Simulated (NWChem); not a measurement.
Energy and gradient calculation, with input and output: CH₂Cl₃Si

The run: energy and gradient calculation of CH₂Cl₃Si, multiplicity 2. Method and program: B3LYP/6-31G*, UKS (NWChem 7.3.0).

The geometry comes from this level: PBE0-D4/def2-TZVP.

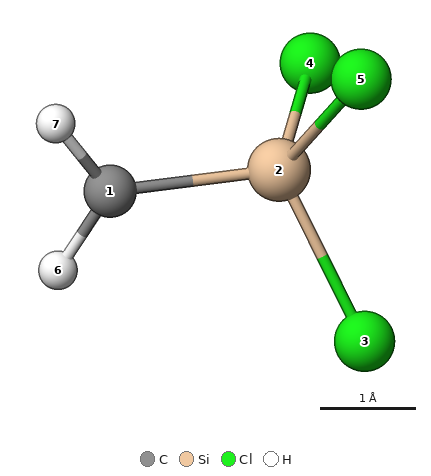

**Figure 1.** The structure (ball-and-stick view, seen at a tilt; atoms are numbered from 1 in the order of the input).

Summary:

```tsv
quantity	value
outcome	converged
total energy	−1709.477852 hartree
basis functions	90
largest force	0.581 eV/Å
⟨S²⟩	0.753
dipole moment	2.27 D
hardware	1 thread of Intel Xeon (Granite Rapids), 16 GiB of memory available, shared host
wall time	30 s
peak memory	0.12 GiB
```

The input:
```python
from ase import Atoms
from ase.calculators.nwchem import NWChem

atoms = Atoms(['C', 'Si', 'Cl', 'Cl', 'Cl', 'H', 'H'], positions=[
    [-0.226900, 0.723200, 0.889000],
    [0.146000, -0.402200, -0.487200],
    [1.325400, -1.931400, 0.156200],
    [-1.559900, -1.206300, -1.264000],
    [1.101300, 0.602800, -1.977500],
    [-0.290500, 0.371000, 1.912600],
    [-0.434000, 1.775000, 0.725100],
])

calc = NWChem(
    label='ch2cl3si',
    theory='dft',
    memory='2200 mb',
    basis='6-31G*',
    basispar='spherical bse',
    dft={'xc': 'b3lyp', 'mult': '2', 'grid': 'fine', 'convergence': 'energy 1e-08', 'iterations': '100', 'mulliken': None},
)
atoms.calc = calc

forces = atoms.get_forces()
e = atoms.get_potential_energy()
print(f"E = {e:.6f} eV")
print("forces (eV/A):")
for s, f in zip(atoms.symbols, forces):
    print(f"{s:2s} {f[0]:10.5f} {f[1]:10.5f} {f[2]:10.5f}")
```

File ch2cl3si.nwi:
```
title "ch2cl3si"

permanent_dir ch2cl3si

scratch_dir ch2cl3si

start ch2cl3si

geometry units angstrom nocenter noautosym noautoz
  C  -2.2689999999999999e-01 7.2319999999999995e-01 8.8900000000000001e-01
  Si 1.4599999999999999e-01 -4.0220000000000000e-01 -4.8720000000000002e-01
  Cl 1.3253999999999999e+00 -1.9314000000000000e+00 1.5620000000000001e-01
  Cl -1.5599000000000001e+00 -1.2062999999999999e+00 -1.2640000000000000e+00
  Cl 1.1012999999999999e+00 6.0280000000000000e-01 -1.9775000000000000e+00
  H  -2.9049999999999998e-01 3.7100000000000000e-01 1.9126000000000001e+00
  H  -4.3400000000000000e-01 1.7749999999999999e+00 7.2509999999999997e-01
end

memory 2200 mb

basis spherical bse noprint
   * library 6-31G*
end

dft
  xc b3lyp
  mult 2
  grid fine
  convergence energy 1e-08
  iterations 100
  mulliken
end

task dft gradient
```

Run as:
```bash
export ASE_NWCHEM_COMMAND="nwchem PREFIX.nwi > PREFIX.nwo"
python run.py
```

Log:
```
E = -46517.261737 eV
forces (eV/A):
C    -0.01208    0.11745    0.13771
Si   -0.04952    0.13118    0.16219
Cl    0.33080   -0.41462    0.19664
Cl   -0.49339   -0.22230   -0.21237
Cl    0.26847    0.29578   -0.40191
H    -0.01687   -0.00699    0.10454
H    -0.02746    0.09950    0.01316
```

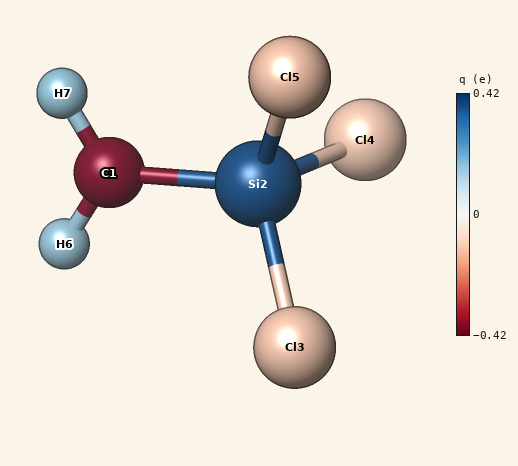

**Figure 2.** Löwdin charges, as the colour of each atom (ball-and-stick view, seen at a tilt; atoms are numbered from 1 in the order of the input). By element: C −0.40, Si +0.38, Cl −0.11 and H +0.17 e.
